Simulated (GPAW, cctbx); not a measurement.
## How far are the atoms of YAg2Au from free atoms?

Aim: compute the bonding part of the density of YAg2Au, find which reflections carry it, and see how it biases an ordinary refinement.

The start was made by putting kin elements into a known structure type; the compound need not exist, or be stable, in this form. All numbers below are calculated.

## Step 1: Find the equilibrium geometry

The density hangs on the geometry, so cell and atoms are relaxed first, with the symmetry held. The cutoff is set higher than for the density because stress converges slowly with plane waves.

Settings: GPAW 26.7.0, PBE, 570 eV, 4×4×3 k-points (along the axes of the calculation cell), Fermi–Dirac width 0.1 eV, BFGS to 0.03 eV/Å.

```text
cell
1.0
    -5.034000000    0.000000000    0.000000000
     0.000000000    0.000000000   -5.250000000
     0.000000000   -6.378000000    0.000000000
Au Ag Y
2 4 2
Direct
0.000000000 0.664400000 0.500000000
0.500000000 0.335600000 0.000000000
0.500000000 0.836700000 0.759400000
0.500000000 0.836700000 0.240600000
0.000000000 0.163300000 0.740600000
0.000000000 0.163300000 0.259400000
0.500000000 0.336700000 0.500000000
0.000000000 0.663300000 0.000000000
```

```console
$ OMP_NUM_THREADS=1 mpirun -n 4 gpaw python run.py > gpaw.log
```

```text
BFGS:    0      -30.885608        0.455657
BFGS:    1      -30.898651        0.439240
BFGS:    2      -31.005916        0.210657
BFGS:    3      -31.010897        0.158550
...
BFGS:   15      -31.044751        0.049119
BFGS:   16      -31.045189        0.037887
BFGS:   17      -31.045394        0.029748
cell  5.0686 5.2357 6.1559  90.00 90.00 90.00
volume 163.362 A^3, largest force 0.009 eV/A, largest stress 0.23 GPa
```

After 17 steps the volume has changed by -3.1 % and the energy by -0.160 eV; the largest stress left is 0.23 GPa. It took 6.8 min on 4 cores of Intel(R) Xeon(R) Platinum 8488C (Sapphire Rapids) (shared host), peak memory 1.7 GiB.

Relaxed structure: Pmmn (no. 59, origin choice 1), a = 5.0686 Å, b = 6.1559 Å, c = 5.2357 Å, α = 90.00°, β = 90.00°, γ = 90.00°.

```
atom  mult.    x       y       z
 Au1      2    0     1/2  0.3375
 Ag1      4  1/2  0.2417  0.1452
  Y1      2  1/2     1/2  0.6379
```

## Step 2: Density and charge transfer

X-rays see the whole electron density, so the PAW density is rebuilt with its core regions. Subtracting spherical free atoms from the same code cancels the cores and leaves the deformation density Δρ, the part due to bonding.

Settings: PBE, 450 eV, 5×5×4 k-points (along the axes of the calculation cell), Fermi–Dirac width 0.1 eV; primitive cell of 8 atoms.

```console
$ OMP_NUM_THREADS=1 mpirun -n 4 gpaw python run.py > gpaw.log
```

```text
|iter:   1|       0s |  -34.660872 | -0.16 |       |
|iter:   2|       2s |  -33.500941 | -1.95 | -1.14 |
|iter:   3|       4s |  -30.956296 | -1.22 | -1.21 |
...
|iter:   9|      17s |  -30.890382c| -6.68 | -4.30c|
|iter:  10|      19s |  -30.890380c| -7.38 | -4.57c|
|iter:  11|      21s |  -30.890379c| -7.45c| -4.78c|
```

```text
grid (50, 54, 64)  electrons 424.000  moved by bonding 1.949 e
deformation density beyond 0.5 A of the nuclei: max 0.058, min -0.206 e/A^3
atom        x       y       z   Voronoi charge  moment
Au1    0.0000  0.6625  0.5000     -0.042       0.00
Au2    0.5000  0.3375  0.0000     -0.042       0.00
Ag3    0.5000  0.8548  0.7583     -0.016       0.00
Ag4    0.5000  0.8548  0.2417     -0.016       0.00
Ag5    0.0000  0.1452  0.7417     -0.016       0.00
Ag6    0.0000  0.1452  0.2583     -0.016       0.00
Y 7    0.5000  0.3621  0.5000      0.074       0.00
Y 8    0.0000  0.6379  0.0000      0.074       0.00
mean inner potential of superposed free atoms 23.309 V
total magnetic moment 0.000 muB
```

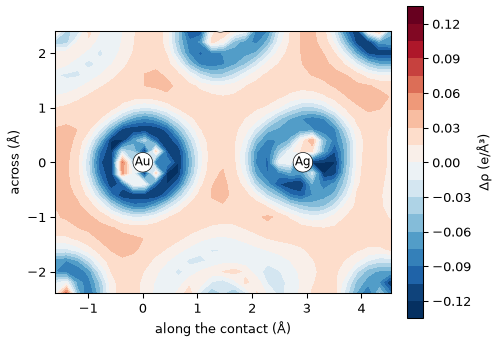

Deformation density in a plane through the shortest contact of the Au atom at the origin; red gains electrons, blue loses them.

Au gains most (-0.04 e) and Y loses most (+0.07 e), as electronegativity suggests. Along the shortest contact from the Au atom at the map's origin, Au–Ag at 2.93 Å, Δρ is +0.03 e/Å³ at the midpoint: little piles up between the atoms, as is usual in a metallic crystal, which this run finds. At the midpoints of other shortest contacts it is +0.03 (Ag–Ag, 2.96 Å), +0.04 (Au–Y, 2.98 Å) and +0.02 (Ag–Y, 3.03 Å) e/Å³. Point values carry grid noise of about 0.01 e/Å³. The run needed 11 iterations, 32 s.

## Step 3: From the density to structure factors

The Fourier components of Δρ, added to those of the free atoms, give the static X-ray structure factors; the Mott–Bethe relation turns them into the Fourier components V of the potential that fast electrons feel.

```text
static structure factors of the conventional cell: F in electrons, V (Mott-Bethe) in volts
   h  k  l      d  |F| table  |F| free   |F| DFT   change   |V| free  |V| DFT  change %
   0  0  1  5.2357    16.826    16.834    17.067    0.233     0.936    0.756    -19.2
   0  1  1  3.9883    66.047    65.870    65.745   -0.125     0.717    0.773      7.8
   1  1  0  3.9129    87.261    87.037    86.852   -0.184     1.202    1.281      6.6
   1  0  1  3.6417    41.913    41.985    41.978   -0.007     1.288    1.290      0.2
   1  1  1  3.1343    26.593    26.526    26.522   -0.005     0.128    0.127     -1.0
   0  2  0  3.0780    44.561    44.720    44.769    0.049     1.145    1.132     -1.1
   0  2  1  2.6534   206.213   205.981   205.441   -0.539     8.198    8.305      1.3
   0  0  2  2.6179   110.626   110.513   110.063   -0.450     4.039    4.126      2.1
   2  0  0  2.5343   349.764   349.358   348.232   -1.125    13.451   13.654      1.5
   0  1  2  2.4091    66.579    66.537    66.292   -0.245     1.110    1.150      3.6
   1  2  1  2.3508   276.429   276.099   275.209   -0.890    10.223   10.361      1.3
   1  0  2  2.3259   321.135   320.739   319.723   -1.016    11.993   12.147      1.3
   2  0  1  2.2811    16.712    16.818    16.886    0.068     0.180    0.170     -5.5
   1  1  2  2.1758    51.244    51.208    50.981   -0.227     1.372    1.403      2.2
```

The largest X-ray change is -1.12 e on 200, 0.3 % of |F|. For electrons V goes as (Z − F)/g², so a change of F counts against Z − F, which is small at low angle and wherever the atoms' terms cancel: |V| of 001 moves by -19.2 % (0.94 to 0.76 V) against +1.4 % in |F|. The last three rows still change by up to 1.02 e; the table stops while the angles are still low. The tabulated Hartree–Fock atoms differ from the free DFT atoms by up to 0.41 e, so the choice of reference atom matters too.

## Step 4: How cheap can the run be?

Cutoff and k-mesh: one is changed at a time, to find what the result needs.

```
         run  ΔF 200 (e)  ΔF 102 (e)  ΔF 121 (e)  q(Au) (e)  moved (e)  time
450 eV 5×5×4      -1.125      -1.016      -0.890     -0.042      1.949  32 s
250 eV 5×5×4      -1.162      -1.050      -0.917     -0.045      2.113  16 s
350 eV 5×5×4      -1.134      -1.024      -0.896     -0.045      1.968  26 s
750 eV 5×5×4      -1.124      -1.018      -0.888     -0.045      1.974  66 s
450 eV 2×2×1      -1.277      -0.986      -0.845     -0.025      1.935  12 s
450 eV 3×3×2      -1.093      -0.997      -0.908     -0.040      1.946  16 s
```

Within 0.02 e of the base on all three: 350 eV 5×5×4 and 750 eV 5×5×4. The largest error, 0.152 e, comes with 450 eV 2×2×1. Times are from shared hosts.

## Step 5: Refining ordinary atoms against data with bonding

Routine crystallography fits spherical atoms. To see the bias, intensities are simulated from tabulated atoms plus the DFT change ΔF, so that bonding alone can misfit (7256 reflections of the full sphere, merged to the counts below, to 0.45 Å, 1.5 % proportional noise plus counting noise, assumed isotropic U as listed, Δρ smeared by the mean U) and refined with cctbx over different ranges.

```
                    range  data      R1  GooF  U Au1 (true 0.0049)  U Ag1 (true 0.0061)  U Y1 (true 0.0065)  largest shift (Å)  Δρ max, min (e/Å³)
                 all data  1052  0.0064  0.96               0.0049               0.0061              0.0065             0.0002         0.82, -0.99
 low resolution, d > 0.84   177  0.0046  0.94               0.0047               0.0060              0.0063             0.0002         0.27, -0.40
     high order, d < 0.75   807  0.0072  0.96               0.0049               0.0061              0.0065             0.0002         0.82, -0.63
occupancies free, d > 0.7   299  0.0050  0.95               0.0048               0.0060              0.0065             0.0001         0.34, -0.51
```

With all data GooF is 0.96, so at this noise the bonding hardly shows; the top residual peak lies 1.57 Å from Y and 1.88 Å from Ag. No U is off by more than 3 s.u. at low resolution. With Au1 held at 1 and the scale free, the other occupancies refine to Ag1 0.999(0.001) and Y1 1.000(0.002), within three s.u. of full.

## Step 6: Answer

Bonding moves 1.95 e in the primitive cell of YAg2Au and changes the structure factors of the conventional cell in the table above by at most 1.12 e (200, 0.3 %), and among reflections above 2 % of the strongest by up to 1.4 % (001). The shortest bond, Au–Ag, has Δρ = +0.03 e/Å³ at its midpoint, with no localised bond charge. Within 0.02 e of the base on all three: 350 eV 5×5×4 and 750 eV 5×5×4. The largest error, 0.152 e, comes with 450 eV 2×2×1. With all data GooF is 0.96, so at this noise the bonding hardly shows. Limits: static density, frozen cores, no spin–orbit coupling.

[Outputs are excerpts: Python notices, other lines and further rows are left out; steps that failed or that the build refused (PBEsol, TPSS) are not shown.]

[Logs are printed without paths, hosts, clocks, repeated set-up lines and the standing remarks that a program may print on its own settings, such as how far it seeks lower states.]
